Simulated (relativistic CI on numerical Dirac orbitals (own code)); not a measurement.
# Ta²⁺: one ion under different settings

Aim: see what numerical and physical settings do to the SCF, the total energy and the lowest levels of Ta²⁺.

The numbers are computed with relativistic CI on numerical Dirac orbitals (own code) version 3 (Dirac-Coulomb-Breit CI, KLI orbitals optimised for each configuration, model QED (radiative potential, 1s self-energy scaled to tabulated hydrogen-like ionisation energies), numerical settings as typed), except any that are marked as measured or tabulated.

**1. What is computed**

```
ion            : Ta²⁺ (Ta III)
nuclear charge : 73
electrons      : 71
isotope        : A = 181
```

**2. Usual settings**

Input settings:

```ini
atom Ta  Z=73  charge=2  electrons=71
nucleus A=181  rms_radius_fm=5.3507
hamiltonian dirac-coulomb  breit=on  qed=on  c_scale=1
orbitals kli  potential=per-configuration
slater_scale 1
correlation none
mixing on
grid step=0.0125 r_max=86.5
scf mixing=0.4 start=green max_iterations=150 tolerance=2e-08 node_fill=0.05
configurations
  [Xe] 4f14 5d3
  [Xe] 4f14 5d 6s2
end
```

Launch:

```sh
$ python run_levels.py task.json out
```

task.json lists these runs, among others, and the program works through them in turn.

The program writes no log. Results of the run, from its result record (rounded, main fields):

```text
{
  "status": "converged",
  "levels [i, E_cm, J2, conf, term, w_term, w_jj]": [
    [0, 0, 3, "5d3", "4F", 0.9568, 0.5176],
    [1, 1767.5818, 5, "5d3", "4F", 0.9838, 0.8408],
    [2, 3784.003, 7, "5d3", "4F", 0.9778, 0.6757],
    [3, 5832.9956, 9, "5d3", "4F", 0.9238, 0.5057],
    [4, 11312.07, 3, "5d3", "4P", 0.6415, 0.6451],
    [5, 11825.757, 1, "5d3", "4P", 0.8674, 0.8629],
    [6, 13482.977, 7, "5d3", "2G", 0.9694, 0.5299],
    [7, 14137.859, 9, "5d3", "2G", 0.5051, 0.7335],
    [8, 14535.552, 5, "5d3", "4P", 0.9463, 0.6519],
    [9, 16097.374, 3, "5d3", "2D", 0.559, 0.7997],
    [10, 17788.742, 1, "5d3", "2P", 0.8674, 0.8629],
    [11, 18912.371, 11, "5d3", "2H", 1, 1],
    [12, 19353.153, 9, "5d3", "2H", 0.5597, 0.5493],
    [13, 19825.714, 5, "5d3", "2D", 0.8855, 0.5083],
    "... 7 more rows left out ..."
  ],
  "total_energy [Ha]": -15588.384583,
  "n_levels_all": 21,
  "overlap": 1.49013e-11,
  "scf_iterations": [14, 13],
  "orbital_energies [Ha]": {"1s": -2469.88, "2s": -424.552, "2p1/2": -405.702, "2p3/2": -359.146, "3s": -97.809, "3p1/2": -89.4458, "3p3/2": -79.4177, "3d3/2": -65.3222, "3d5/2": -63.1397, "4s": -20.6196, "4p1/2": -17.1678, "4p3/2": -14.8736, "4d3/2": -9.20244, "4d5/2": -8.78105, "4f5/2": -1.72837, "4f7/2": -1.65587, "5s": -3.4082, "5p1/2": -2.41074, "5p3/2": -2.09192, "5d3/2": -0.855295, "5d5/2": -0.830003},
  "configurations [conf, odd, states, E_av_Ha, breit_Ha, qed_Ha]": [
    ["5d3", 0, 120, -15615.79031, 16.38, 11.11],
    ["5d 6s2", 0, 10, -15615.6979, 16.38, 11.11]
  ],
  "scf_steps of the first configuration [iteration, E_Ha, residual, outer_eigenvalue_Ha]": [
    [1, -15572.34024, 3.61, -2.428],
    [2, -15613.89739, 0.705, -1.131],
    [3, -15615.42031, 0.256, -0.8689],
    [4, -15615.71638, 0.225, -0.857],
    [5, -15615.76984, 0.0758, -0.8125],
    [6, -15615.7914, 0.0173, -0.837],
    [7, -15615.79192, 0.0133, -0.8331],
    [8, -15615.78994, 0.00217, -0.8297],
    [9, -15615.79002, 0.00181, -0.8297],
    [10, -15615.79031, 2.58e-05, -0.83],
    [11, -15615.79031, 3.89e-06, -0.83],
    [12, -15615.79031, 2.11e-08, -0.83],
    [13, -15615.79031, 3.44e-08, -0.83],
    [14, -15615.79031, 3.11e-10, -0.83]
  ]
}
```

Wall time 0.25 s (1 thread, shared host).

**3. Breit term off, tolerance 1e-05**

Input settings:

```ini
atom Ta  Z=73  charge=2  electrons=71
nucleus A=181  rms_radius_fm=5.3507
hamiltonian dirac-coulomb  breit=off  qed=on  c_scale=1
orbitals kli  potential=per-configuration
slater_scale 1
correlation none
mixing on
grid step=0.0125 r_max=86.5
scf mixing=0.4 start=green max_iterations=150 tolerance=1e-05 node_fill=0.05
configurations
  [Xe] 4f14 5d3
  [Xe] 4f14 5d 6s2
end
```

Main fields:

```text
{
  "status": "converged",
  "levels [i, E_cm, J2, conf, term, w_term]": [
    [0, 0, 3, "5d3", "4F", 0.9539],
    [1, 1845.8409, 5, "5d3", "4F", 0.9829],
    [2, 3933.9519, 7, "5d3", "4F", 0.976],
    [3, 6036.2546, 9, "5d3", "4F", 0.9178],
    [4, 11328.257, 3, "5d3", "4P", 0.6298],
    [5, 11894.869, 1, "5d3", "4P", 0.8618],
    [6, 13612.784, 7, "5d3", "2G", 0.9672],
    [7, 14261.057, 9, "5d3", "2G", 0.4892],
    "... 13 more rows left out ..."
  ],
  "total_energy [Ha]": -15604.760946,
  "n_levels_all": 21,
  "overlap": 1.4901e-11,
  "scf_iterations": [11, 11],
  "orbital_energies [Ha]": {"1s": -2469.88, "2s": -424.552, "2p1/2": -405.702, "2p3/2": -359.146, "3s": -97.809, "3p1/2": -89.4458, "3p3/2": -79.4177, "3d3/2": -65.3222, "3d5/2": -63.1397, "4s": -20.6196, "4p1/2": -17.1678, "4p3/2": -14.8736, "4d3/2": -9.20243, "4d5/2": -8.78105, "4f5/2": -1.72836, "4f7/2": -1.65586, "5s": -3.4082, "5p1/2": -2.41074, "5p3/2": -2.09192, "5d3/2": -0.855294, "5d5/2": -0.830002},
  "configurations [conf, odd, states, E_av_Ha, breit_Ha, qed_Ha]": [
    ["5d3", 0, 120, -15615.79031, 0, 11.11],
    ["5d 6s2", 0, 10, -15615.6979, 0, 11.11]
  ],
  "scf_steps of the first configuration [iteration, E_Ha, residual, outer_eigenvalue_Ha]": [
    [1, -15572.34024, 3.61, -2.428],
    [2, -15613.89739, 0.705, -1.131],
    [3, -15615.42031, 0.256, -0.8689],
    [4, -15615.71638, 0.225, -0.857],
    [5, -15615.76984, 0.0758, -0.8125],
    [6, -15615.7914, 0.0173, -0.837],
    [7, -15615.79192, 0.0133, -0.8331],
    [8, -15615.78994, 0.00217, -0.8297],
    [9, -15615.79002, 0.00181, -0.8297],
    [10, -15615.79031, 2.58e-05, -0.83],
    [11, -15615.79031, 3.89e-06, -0.83]
  ]
}
```

Run time: 0.21 s. Hardware: 1 thread, shared host.

**4. Speed-of-light factor 1.25, end of the grid 60.55**

Input settings:

```ini
atom Ta  Z=73  charge=2  electrons=71
nucleus A=181  rms_radius_fm=5.3507
hamiltonian dirac-coulomb  breit=on  qed=on  c_scale=1.25
orbitals kli  potential=per-configuration
slater_scale 1
correlation none
mixing on
grid step=0.0125 r_max=60.55
scf mixing=0.4 start=green max_iterations=150 tolerance=2e-08 node_fill=0.05
configurations
  [Xe] 4f14 5d3
  [Xe] 4f14 5d 6s2
end
```

Main fields:

```text
{
  "status": "converged",
  "levels [i, E_cm, J2, conf, term, w_term]": [
    [0, 0, 3, "5d3", "4F", 0.9801],
    [1, 1116.3151, 5, "5d3", "4F", 0.9919],
    [2, 2484.2783, 7, "5d3", "4F", 0.9908],
    [3, 3986.8874, 9, "5d3", "4F", 0.9684],
    [4, 11253.534, 3, "5d3", "4P", 0.7884],
    [5, 11342.34, 1, "5d3", "4P", 0.9214],
    [6, 12543.033, 7, "5d3", "2G", 0.9865],
    [7, 13137.307, 5, "5d3", "4P", 0.9781],
    "... 13 more rows left out ..."
  ],
  "total_energy [Ha]": -15273.780631,
  "n_levels_all": 21,
  "overlap": 1.57243e-11,
  "scf_iterations": [12, 13],
  "orbital_energies [Ha]": {"1s": -2392.83, "2s": -403.967, "2p1/2": -386.382, "2p3/2": -358.683, "3s": -92.7994, "3p1/2": -84.882, "3p3/2": -78.9452, "3d3/2": -65.0611, "3d5/2": -63.6703, "4s": -19.3843, "4p1/2": -16.1065, "4p3/2": -14.7573, "4d3/2": -9.15337, "4d5/2": -8.88565, "4f5/2": -1.81086, "4f7/2": -1.76307, "5s": -3.20865, "5p1/2": -2.2726, "5p3/2": -2.08713, "5d3/2": -0.860251, "5d5/2": -0.843886},
  "configurations [conf, odd, states, E_av_Ha, breit_Ha, qed_Ha]": [
    ["5d3", 0, 120, -15292.5888, 10.15, 8.733],
    ["5d 6s2", 0, 10, -15292.41544, 10.15, 8.734]
  ],
  "scf_steps of the first configuration [iteration, E_Ha, residual, outer_eigenvalue_Ha]": [
    [1, -15255.07723, 3.45, -2.402],
    [2, -15291.05541, 0.694, -1.146],
    [3, -15292.30907, 0.21, -0.8803],
    [4, -15292.54018, 0.192, -0.8698],
    [5, -15292.56611, 0.0823, -0.8256],
    [6, -15292.59054, 0.0232, -0.8516],
    [7, -15292.59047, 0.0145, -0.8473],
    [8, -15292.58834, 0.00288, -0.8434],
    [9, -15292.58872, 0.000498, -0.8438],
    [10, -15292.58879, 1.8e-05, -0.8439],
    [11, -15292.5888, 1.27e-06, -0.8439],
    [12, -15292.5888, 1.27e-08, -0.8439]
  ]
}
```

Run time: 0.24 s. Hardware: 1 thread, shared host.

A changed speed of light describes a fictitious ion. The QED potentials keep the true α.

**5. Node fill 50**

Input settings:

```ini
atom Ta  Z=73  charge=2  electrons=71
nucleus A=181  rms_radius_fm=5.3507
hamiltonian dirac-coulomb  breit=on  qed=on  c_scale=1
orbitals kli  potential=per-configuration
slater_scale 1
correlation none
mixing on
grid step=0.0125 r_max=86.5
scf mixing=0.4 start=green max_iterations=61 tolerance=2e-08 node_fill=50
configurations
  [Xe] 4f14 5d3
  [Xe] 4f14 5d 6s2
end
```

Main fields:

```text
{
  "status": "converged",
  "levels [i, E_cm, J2, conf, term, w_term]": [
    [0, 0, 3, "5d3", "4F", 0.8652],
    [1, 3346.3652, 5, "5d3", "4F", 0.958],
    [2, 6370.517, 7, "5d3", "4F", 0.9079],
    [3, 8704.1624, 9, "5d3", "4F", 0.7019],
    [4, 10131.673, 3, "5d3", "4P", 0.4665],
    [5, 11637.355, 1, "5d3", "4P", 0.7551],
    [6, 14359.415, 7, "5d3", "2G", 0.8892],
    [7, 14859.5, 9, "5d3", "2H", 0.5764],
    "... 13 more rows left out ..."
  ],
  "total_energy [Ha]": -15587.007136,
  "n_levels_all": 21,
  "overlap": 7.159e-12,
  "scf_iterations": [15, 15],
  "orbital_energies [Ha]": {"1s": -2457.48, "2s": -419.161, "2p1/2": -399.446, "2p3/2": -353.514, "3s": -95.6706, "3p1/2": -87.1488, "3p3/2": -77.3472, "3d3/2": -63.1553, "3d5/2": -61.047, "4s": -19.7402, "4p1/2": -16.302, "4p3/2": -14.055, "4d3/2": -8.47674, "4d5/2": -8.07198, "4f5/2": -1.22705, "4f7/2": -1.16234, "5s": -3.08178, "5p1/2": -2.10896, "5p3/2": -1.80598, "5d3/2": -0.687091, "5d5/2": -0.669248},
  "configurations [conf, odd, states, E_av_Ha, breit_Ha, qed_Ha]": [
    ["5d3", 0, 120, -15614.14136, 16.16, 11.06],
    ["5d 6s2", 0, 10, -15614.05998, 16.16, 11.06]
  ],
  "scf_steps of the first configuration [iteration, E_Ha, residual, outer_eigenvalue_Ha]": [
    [1, -15572.34024, 4.24, -2.428],
    [2, -15614.52172, 0.804, -0.9785],
    [3, -15613.81915, 0.346, -0.7376],
    [4, -15614.89173, 0.242, -0.6883],
    [5, -15613.87758, 0.103, -0.6525],
    [6, -15614.19114, 0.0287, -0.6791],
    [7, -15614.19473, 0.0239, -0.6733],
    [8, -15614.14006, 0.00039, -0.6694],
    [9, -15614.14463, 0.00158, -0.6697],
    [10, -15614.14121, 9.36e-05, -0.6692],
    [11, -15614.14133, 7.94e-06, -0.6693],
    [12, -15614.14136, 6.36e-07, -0.6693],
    [13, -15614.14136, 1.53e-07, -0.6693],
    [14, -15614.14136, 1.11e-07, -0.6693],
    [15, -15614.14136, 5.69e-09, -0.6693]
  ]
}
```

Run time: 0.27 s. Hardware: 1 thread, shared host.

A bad setting: its result is shown only for the comparison.

**6. Tolerance 0.05**

Settings: those of step 5 with these lines changed.

```diff
@@ -8,3 +8,3 @@
 grid step=0.0125 r_max=86.5
-scf mixing=0.4 start=green max_iterations=61 tolerance=2e-08 node_fill=50
+scf mixing=0.4 start=green max_iterations=72 tolerance=0.05 node_fill=0.05
 configurations
```

Main fields:

```text
{
  "status": "converged",
  "levels [i, E_cm, J2, conf, term, w_term]": [
    [0, 0, 3, "5d3", "4F", 0.9586],
    [1, 1731.6885, 5, "5d3", "4F", 0.9844],
    [2, 3718.4177, 7, "5d3", "4F", 0.9788],
    [3, 5749.4178, 9, "5d3", "4F", 0.9274],
    [4, 11372.516, 3, "5d3", "4P", 0.6501],
    [5, 11854.564, 1, "5d3", "4P", 0.871],
    [6, 13493.748, 7, "5d3", "2G", 0.9707],
    [7, 14158.129, 9, "5d3", "2G", 0.515],
    "... 13 more rows left out ..."
  ],
  "total_energy [Ha]": -15588.385029,
  "n_levels_all": 21,
  "overlap": 1.48877e-11,
  "scf_iterations": [6, 6],
  "orbital_energies [Ha]": {"1s": -2469.9, "2s": -424.577, "2p1/2": -405.728, "2p3/2": -359.171, "3s": -97.8305, "3p1/2": -89.4677, "3p3/2": -79.4391, "3d3/2": -65.3449, "3d5/2": -63.1624, "4s": -20.6388, "4p1/2": -17.187, "4p3/2": -14.8928, "4d3/2": -9.22172, "4d5/2": -8.80034, "4f5/2": -1.74668, "4f7/2": -1.67413, "5s": -3.42332, "5p1/2": -2.42446, "5p3/2": -2.10441, "5d3/2": -0.862629, "5d5/2": -0.836959},
  "configurations [conf, odd, states, E_av_Ha, breit_Ha, qed_Ha]": [
    ["5d3", 0, 120, -15615.7914, 16.38, 11.11],
    ["5d 6s2", 0, 10, -15615.69821, 16.38, 11.11]
  ],
  "scf_steps of the first configuration [iteration, E_Ha, residual, outer_eigenvalue_Ha]": [
    [1, -15572.34024, 3.61, -2.428],
    [2, -15613.89739, 0.705, -1.131],
    [3, -15615.42031, 0.256, -0.8689],
    [4, -15615.71638, 0.225, -0.857],
    [5, -15615.76984, 0.0758, -0.8125],
    [6, -15615.7914, 0.0173, -0.837]
  ]
}
```

It took 0.18 s on 1 thread, shared host.

This setting is unsound; the numbers are not properties of the ion.

**7. The runs side by side**

| setting | total energy less usual (Ha) | largest shift of a level among the lowest eight of both runs, same label and place (cm⁻¹) | SCF iterations | time | lowest level | kind of change |
| --- | --- | --- | --- | --- | --- | --- |
| usual | 0 | 0 | 27 | 0.25 s | 5d3 4F3/2 | - |
| Breit term off, tolerance 1e-05 | -16.4 | 203 | 22 | 0.21 s | 5d3 4F3/2 | model term |
| speed-of-light factor 1.25, end of the grid 60.55 | 315 | 1850 | 25 | 0.24 s | 5d3 4F3/2 | unphysical constant |
| node fill 50 | 1.38 | 2870 | 30 | 0.27 s | 5d3 4F3/2 | unsound |
| tolerance 0.05 | -0.000445 | 83.6 | 12 | 0.18 s | 5d3 4F3/2 | unsound |

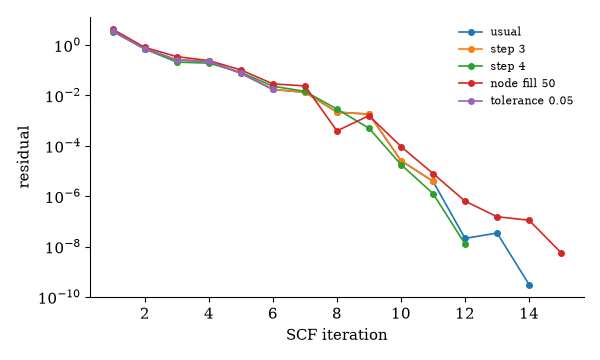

Residual of the first configuration's SCF.

**8. Outcome**

| quantity | value |
| --- | --- |
| lowest level, usual settings | 5d3 4F3/2 |
| total energy | -15588.3846 Ha |
| first excitation | 1767.6 cm⁻¹ |

In words: Among the runs whose levels can be followed, they move most under «node fill 50» (unsound), by up to 2870 cm⁻¹. Only the listed configurations are in the model. In a near-neutral ion this small CI can misplace whole configurations by 10,000 cm⁻¹ or more, above all where the count of f electrons changes.
